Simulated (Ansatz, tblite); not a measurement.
# The cluster B2F4: one state, many levels, part 2 of 2

How do method and basis change the picture of the cluster B2F4 (singlet)?

Ansatz 0.2.0, Gaussian basis; as each input shows. Earlier steps stand in the parts before.

## 18. PBE0-D4/def2-TZVPD

in.yaml

```yaml
crystal:
  periodic: [false, false, false]
  atoms:
    - {symbol: B, position_ang: [-0.779244, -0.322956, 0.182982]}
    - {symbol: B, position_ang: [0.779415, 0.322646, -0.182773]}
    - {symbol: F, position_ang: [-1.127433, -0.625865, 1.416242]}
    - {symbol: F, position_ang: [1.857602, -0.071785, 0.462108]}
    - {symbol: F, position_ang: [-1.674968, -0.534883, -0.758672]}
    - {symbol: F, position_ang: [0.944619, 1.232843, -1.119887]}
basis:
  gaussian: {orbitals: def2-TZVPD, initial_orbitals: start.molden}
hamiltonian: {xc: pbe0, dispersion: d4}
scf: {omitted_lower_state_checks: [starts]}
output: {orbitals: {seedname: orbitals}}
```

On the command line:

```bash
$ ansatz run in.yaml --threads 4 --pin off --events-out ev --progress --plain --max-ram 3916MiB
```

The log of the run:

```text
Functional definition: PBE0
  name "PBE0"
  cite "Adamo & Barone, J. Chem. Phys. 110, 6158 (1999) doi:10.1063/1.478522"
  cite "Perdew, Burke & Ernzerhof, Phys. Rev. Lett. 77, 3865 (1996) doi:10.1103/PhysRevLett.77.3865"
  parent pbe
  parameter a = 0.25
  parameter kappa = 0.804
  parameter beta = 0.06672455060314922
  exchange = (1 - a)*pbe_x(kappa = kappa, mu = beta*pi^2/3) + a*exact_x
  correlation = pbe_c(beta = beta)
these checks for a lower state are left out or cut short: starts
1118 factors; their error is unknown
mean field evaluation 1: about -12219.3076 eV, gradient 6.1e0 eV
mean field evaluation 2: about -12219.3438 eV, gradient 5.9e-2 eV
mean field evaluation 4: about -12219.3767 eV, gradient 9.1e-5 eV
mean field -12219.37669485 eV, -449.0538109448 hartree, gradient 4.3e-6 eV, S^2 0.000000; 0 other end points of the search recorded, 0 dependent functions left out
reference -12219.37674413 eV, -449.0538127558 hartree; 23, 23 occupied and 211, 211 virtual orbitals, 1118 factors
Total energy: -12219.45325580 eV, -449.0566245077 hartree
Checks for a lower state left out: starts
```

Wall time 2.2 s (4 threads of Arm Neoverse V1, shared host).

From the report: HOMO -10.11 eV, LUMO -2.12 eV.

## 19. PBE-D4/def2-TZVPD

Changes to in.yaml since step 18:

```diff
@@ -11,3 +11,3 @@
   gaussian: {orbitals: def2-TZVPD, initial_orbitals: start.molden}
-hamiltonian: {xc: pbe0, dispersion: d4}
+hamiltonian: {xc: pbe, dispersion: d4}
 scf: {omitted_lower_state_checks: [starts]}
```

Same command.

The log of the run:

```text
Functional definition: PBE
  name "PBE"
  cite "Perdew, Burke & Ernzerhof, Phys. Rev. Lett. 77, 3865 (1996) doi:10.1103/PhysRevLett.77.3865"
  parent pbe
  parameter kappa = 0.804
  parameter beta = 0.06672455060314922
  exchange = pbe_x(kappa = kappa, mu = beta*pi^2/3)
  correlation = pbe_c(beta = beta)
these checks for a lower state are left out or cut short: starts
1118 factors; their error is unknown
mean field evaluation 1: about -12218.9898 eV, gradient 1.4e1 eV
mean field evaluation 2: about -12219.1887 eV, gradient 2.2e-1 eV
mean field evaluation 4: about -12219.1830 eV, gradient 4.5e-4 eV
mean field -12219.18300152 eV, -449.0466928462 hartree, gradient 1.0e-5 eV, S^2 0.000000; 0 other end points of the search recorded, 0 dependent functions left out
reference -12219.18306666 eV, -449.0466952401 hartree; 23, 23 occupied and 211, 211 virtual orbitals, 1118 factors
Total energy: -12219.27481832 eV, -449.0500670513 hartree
Checks for a lower state left out: starts
```

It took 1.6 s on 4 threads of Arm Neoverse V1, shared host.

HOMO -8.41 eV, LUMO -3.08 eV.

## 20. r2SCAN-D4/def2-TZVPD

Changes to in.yaml since step 19:

```diff
@@ -11,3 +11,3 @@
   gaussian: {orbitals: def2-TZVPD, initial_orbitals: start.molden}
-hamiltonian: {xc: pbe, dispersion: d4}
+hamiltonian: {xc: r2scan, dispersion: d4}
 scf: {omitted_lower_state_checks: [starts]}
```

Launched as before.

The log of the run:

```text
Functional definition: r2SCAN
  name "r2SCAN"
  cite "Furness, Kaplan, Ning, Perdew & Sun, J. Phys. Chem. Lett. 11, 8208 (2020) doi:10.1021/acs.jpclett.0c02405"
  cite "Furness, Kaplan, Ning, Perdew & Sun, J. Phys. Chem. Lett. 11, 9248 (2020) doi:10.1021/acs.jpclett.0c03077"
  parent r2scan
  parameter k0 = 0.174
  parameter k1 = 0.065
  parameter a1 = 4.9479
  exchange = r2scan_x(k0 = k0, k1 = k1, a1 = a1)
  correlation = r2scan_c
these checks for a lower state are left out or cut short: starts
1118 factors; their error is unknown
mean field evaluation 1: about -12226.2577 eV, gradient 8.2e0 eV
mean field evaluation 2: about -12226.3213 eV, gradient 9.7e-2 eV
mean field evaluation 4: about -12226.3203 eV, gradient 1.5e-4 eV
mean field -12226.32032573 eV, -449.3089846729 hartree, gradient 1.6e-5 eV, S^2 0.000000; 0 other end points of the search recorded, 0 dependent functions left out
reference -12226.32034936 eV, -449.3089855414 hartree; 23, 23 occupied and 211, 211 virtual orbitals, 1118 factors
Total energy: -12226.34268676 eV, -449.3098064256 hartree
Checks for a lower state left out: starts
```

It took 3 s on 4 threads of Arm Neoverse V1, shared host.

Report: HOMO -8.78 eV, LUMO -2.82 eV.

## 21. CCSD(T)/def2-TZVPP

Changes to in.yaml since step 20:

```diff
@@ -10,4 +10,4 @@
 basis:
-  gaussian: {orbitals: def2-TZVPD, initial_orbitals: start.molden}
-hamiltonian: {xc: r2scan, dispersion: d4}
+  gaussian: {orbitals: def2-TZVPP, initial_orbitals: start.molden}
+correlation: {method: ccsd_t}
 scf: {omitted_lower_state_checks: [starts]}
```

Launched as before.

The log of the run, shortened:

```text
Functional definition: HF
  name "HF"
  cite "Fock, Z. Phys. 61, 126 (1930) doi:10.1007/BF01340294"
  parent pbe
[...]
1234 factors; integrals over basis functions are off by at most 9.5e-4 eV
[...]
mean field -12178.97559506 eV, -447.5690979123 hartree, gradient 4.2e-6 eV, S^2 0.000000; 0 other end points of the search recorded, 0 dependent functions left out
6 core orbitals not correlated: weight in the atoms' cores, before any rotation towards them, 1.000 or more for the frozen orbitals, at most 0.000 for the correlated occupied ones
reference -12178.97559506 eV, -447.5690979123 hartree; 17, 17 occupied and 163, 163 virtual orbitals, 1234 factors
second order -31.75610435 eV of doubles, -0.00000000 eV of singles
cycle   1  -31.22183012 eV  change    5.3e-1 eV  update   1.2e-1
[...]
cycle   9  -31.95776558 eV  change   -8.3e-7 eV  update   1.5e-5
perturbative correction -0.96902285 eV, -0.0356109329 hartree
Total energy: -12211.90238349 eV, -448.7791350686 hartree
Checks for a lower state left out: starts
```

Wall time 59 s (4 threads of Arm Neoverse V1, shared host); peak memory 2.3 GiB.

From the report: Hartree-Fock HOMO -14.28 eV, LUMO 1.45 eV; T1 0.014.

## 22. MP2/def2-TZVP

Changes to in.yaml since step 21:

```diff
@@ -10,4 +10,4 @@
 basis:
-  gaussian: {orbitals: def2-TZVPP, initial_orbitals: start.molden}
-correlation: {method: ccsd_t}
+  gaussian: {orbitals: def2-TZVP, initial_orbitals: start.molden}
+correlation: {method: mp2}
 scf: {omitted_lower_state_checks: [starts]}
```

The command is unchanged.

The log of the run:

```text
Functional definition: HF
  name "HF"
  cite "Fock, Z. Phys. 61, 126 (1930) doi:10.1007/BF01340294"
  parent pbe
  exchange = exact_x
  correlation = 0
these checks for a lower state are left out or cut short: starts
1234 factors; integrals over basis functions are off by at most 9.5e-4 eV
mean field evaluation 1: about -12177.8022 eV, gradient 3.2e1 eV
mean field evaluation 2: about -12178.7656 eV, gradient 1.3e0 eV
mean field evaluation 4: about -12178.9756 eV, gradient 1.4e-2 eV
mean field evaluation 8: about -12178.9756 eV, gradient 2.2e-6 eV
mean field -12178.97559506 eV, -447.5690979123 hartree, gradient 4.2e-6 eV, S^2 0.000000; 0 other end points of the search recorded, 0 dependent functions left out
6 core orbitals not correlated: weight in the atoms' cores, before any rotation towards them, 1.000 or more for the frozen orbitals, at most 0.000 for the correlated occupied ones
reference -12178.97559506 eV, -447.5690979123 hartree; 17, 17 occupied and 163, 163 virtual orbitals, 1234 factors
second order -31.75610435 eV of doubles, -0.00000000 eV of singles
Total energy: -12210.73169941 eV, -448.7361132221 hartree
Checks for a lower state left out: starts
```

Wall time 1.3 s (4 threads of Arm Neoverse V1, shared host).

Hartree-Fock HOMO -14.28 eV, LUMO 1.45 eV.

## 23. RPA/def2-TZVP

Changes to in.yaml since step 22:

```diff
@@ -11,4 +11,4 @@
   gaussian: {orbitals: def2-TZVP, initial_orbitals: start.molden}
-correlation: {method: mp2}
+hamiltonian: {xc: pbe}
+correlation: {method: rpa}
 scf: {omitted_lower_state_checks: [starts]}
-output: {orbitals: {seedname: orbitals}}
```

Same command.

The log of the run:

```text
Functional definition: PBE
  name "PBE"
  cite "Perdew, Burke & Ernzerhof, Phys. Rev. Lett. 77, 3865 (1996) doi:10.1103/PhysRevLett.77.3865"
  parent pbe
  parameter kappa = 0.804
  parameter beta = 0.06672455060314922
  exchange = pbe_x(kappa = kappa, mu = beta*pi^2/3)
  correlation = pbe_c(beta = beta)
these checks for a lower state are left out or cut short: starts
1234 factors; integrals over basis functions are off by at most 9.5e-4 eV
mean field evaluation 1: about -12218.9880 eV, gradient 1.2e1 eV
mean field evaluation 2: about -12219.1366 eV, gradient 1.5e-1 eV
mean field evaluation 4: about -12219.1325 eV, gradient 1.9e-4 eV
mean field -12219.13249323 eV, -449.0448367008 hartree, gradient 4.7e-6 eV, S^2 0.000000; 0 other end points of the search recorded, 0 dependent functions left out
6 core orbitals not correlated: weight in the atoms' cores, before any rotation towards them, 1.000 or more for the frozen orbitals, at most 0.000 for the correlated occupied ones
reference -12177.01561857 eV, -447.4970701047 hartree; 17, 17 occupied and 163, 163 virtual orbitals, 1234 factors
Total energy: -12224.78032501 eV, -449.2523906903 hartree
Checks for a lower state left out: starts
```

Wall time 2.7 s (4 threads of Arm Neoverse V1, shared host).

## 24. Comparison

```tsv
level	functions	HOMO (eV)	LUMO (eV)	gap (eV)	time
HF/STO-3G	30	-9.45	6.46	15.91	0.1 s
HF/6-31G	54	-14.63	1.29	15.93	0.15 s
PBE-D4/def2-SVP	84	-8.10	-2.77	5.33	0.5 s
PBE-D4/def2-TZVP	186	-8.36	-3.02	5.34	1.2 s
PBE-D4/def2-TZVPD	234	-8.41	-3.08	5.33	1.6 s
revPBE-D4/def2-TZVP	186	-8.28	-2.89	5.39	1 s
BLYP-D4/def2-TZVP	186	-8.32	-2.90	5.41	1.1 s
r2SCAN-D4/def2-TZVP	186	-8.75	-2.78	5.97	2.2 s
r2SCAN-D4/def2-TZVPD	234	-8.78	-2.82	5.96	3 s
B97M-V/def2-TZVP	186	-8.84	-2.83	6.01	4.8 s
r2SCANh-D4/def2-TZVP	186	-9.39	-2.44	6.95	2.4 s
B3LYP-D4/6-31G	54	-9.79	-2.36	7.43	0.45 s
PBE0-D4/def2-SVP	84	-9.91	-1.88	8.02	0.5 s
PBE0-D4/def2-TZVP	186	-10.07	-2.08	8.00	1.4 s
PBE0-D4/def2-TZVPD	234	-10.11	-2.12	7.98	2.2 s
LC-ωPBE/def2-TZVP	186	-12.91	0.37	13.28	1.2 s
ωB97M-V/def2-TZVP	186	-12.39	0.06	12.44	4.1 s
```

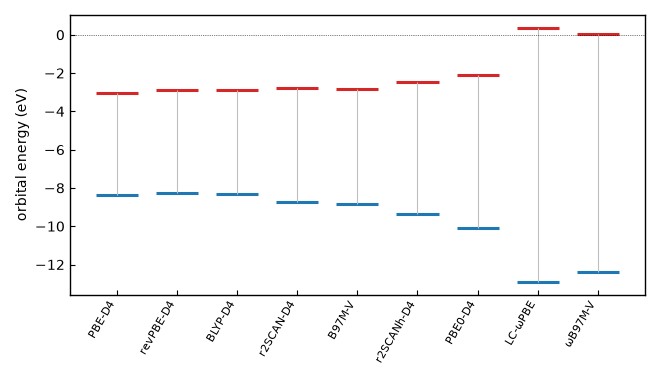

Highest filled (blue) and lowest empty (red) level in def2-TZVP.

The pieces so far (eV):

```tsv
basis	HF	MP2 correlation	CCSD correlation	(T)	total
def2-TZVPP	-12178.9756	-31.7561	-31.9578	-0.9690	-12211.9024
def2-TZVP	-12178.9756	-31.7561			-12210.7317 (MP2)
```

## 25. Binding energy

Free atoms were run apart at each level; binding is atoms less cluster, divided by the number of atoms, without zero-point or spin-orbit terms.

Differences are taken before rounding.

```tsv
method	binding an atom (eV)	from CCSD(T)/def2-TZVPP (eV)	time
HF/STO-3G	3.984	-0.928	0.1 s
HF/6-31G	3.352	-1.560	0.15 s
HF/def2-TZVP	3.888	-1.024	
HF/def2-TZVPP	3.888	-1.024	
PBE-D4/def2-SVP	5.366	+0.454	0.5 s
PBE-D4/def2-TZVP	5.223	+0.310	1.2 s
PBE-D4/def2-TZVPD	5.206	+0.293	1.6 s
revPBE-D4/def2-TZVP	5.026	+0.114	1 s
BLYP-D4/def2-TZVP	5.080	+0.168	1.1 s
r2SCAN-D4/def2-TZVP	5.100	+0.188	2.2 s
r2SCAN-D4/def2-TZVPD	5.090	+0.178	3 s
B97M-V/def2-TZVP	5.069	+0.157	4.8 s
r2SCANh-D4/def2-TZVP	5.039	+0.127	2.4 s
B3LYP-D4/6-31G	4.670	-0.242	0.45 s
PBE0-D4/def2-SVP	5.157	+0.245	0.5 s
PBE0-D4/def2-TZVP	5.052	+0.140	1.4 s
PBE0-D4/def2-TZVPD	5.043	+0.130	2.2 s
LC-ωPBE/def2-TZVP	5.104	+0.192	1.2 s
ωB97M-V/def2-TZVP	5.065	+0.153	4.1 s
B2PLYP/def2-TZVP	5.028	+0.116	2.6 s
RPA/def2-TZVP	4.528	-0.384	2.7 s
MP2/def2-TZVP	5.198	+0.286	1.3 s
CCSD/def2-TZVPP	4.825	-0.087	
CCSD(T)/def2-TZVPP	4.912	0	59 s
```

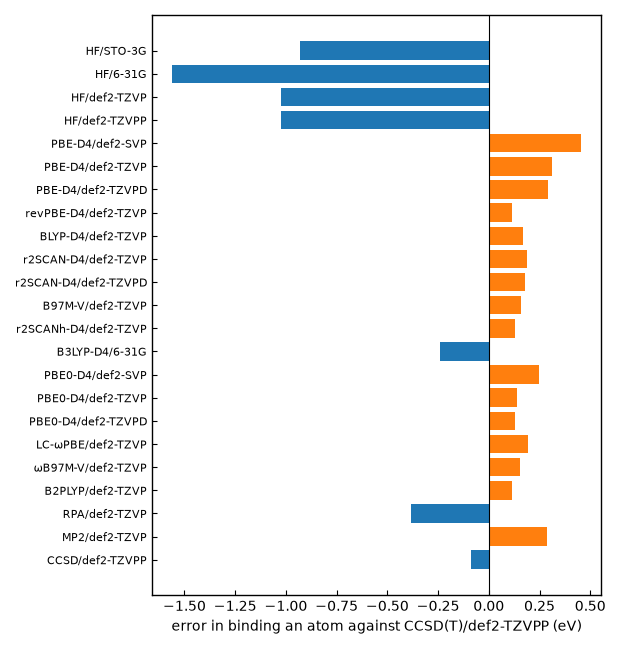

Error of each method against CCSD(T)/def2-TZVPP.

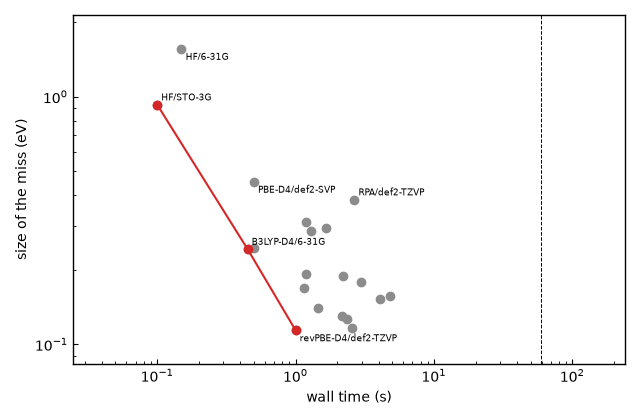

Accuracy for the time spent; red marks the levels that beat every quicker one drawn (of those quicker than the yardstick), and the dashed line is the time of CCSD(T)/def2-TZVPP. Only those levels and the largest misses are named. Times are from a shared host.

## 26. Outcome

What follows sums up all 2 parts.

```
                                                 quantity                                 value
gap in def2-TZVP, named functionals, smallest and largest  5.34 eV (PBE-D4), 13.28 eV (LC-ωPBE)
                   correlation energy, CCSD(T)/def2-TZVPP                             -32.93 eV
                        correlation energy, MP2/def2-TZVP                             -31.76 eV
                      binding an atom, CCSD(T)/def2-TZVPP                              4.912 eV
          PBE0 total energy, smallest basis above largest       14.82 eV (def2-SVP, def2-TZVPD)
```

Over the named functionals in def2-TZVP the gap runs from 5.34 eV (PBE-D4) to 13.28 eV (LC-ωPBE); exact exchange widens it. A small miss in a minimal or small basis is a cancelling of errors, not accuracy. The functionals in def2-TZVP miss CCSD(T)/def2-TZVPP by +0.114 (revPBE-D4) to +0.310 eV (PBE-D4) an atom. The reference is CCSD(T) in one finite basis, so it carries an error of its own, often a tenth of an eV or more, and near misses can't be ranked.

revPBE-D4/def2-TZVP reaches 0.114 eV from the reference in 1 s, where CCSD(T)/def2-TZVPP took 59 s; the quickest level in the cost chart, HF/STO-3G, takes 0.1 s and misses by 0.928 eV. The slowest run with a step of its own, CCSD(T)/def2-TZVPP, took 59 s; the quickest functional in def2-TZVP took 1 s (shared host).
